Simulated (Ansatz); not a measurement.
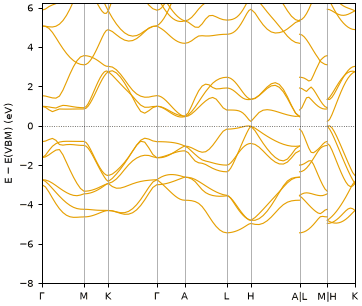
Figure. Band structure from the program Ansatz at the PBE level (PAW)

Task: Read off the gap and where the band edges lie.

Result: About 0.2 eV (0.21 eV by a search for the band edges); maximum on the H–K line, 6 % of the way from H, minimum at H.

The material is Te (trigonal Se type, P3_121).

The PBE relaxation kept the symmetry of its start. A crystal of weakly bound chains computed without a dispersion correction: the cell and the soft elastic constants depend strongly on that. Scalar-relativistic: spin–orbit coupling is off unless named, which matters more the heavier the elements.

Potentials: the later of the program's two PAW sets.
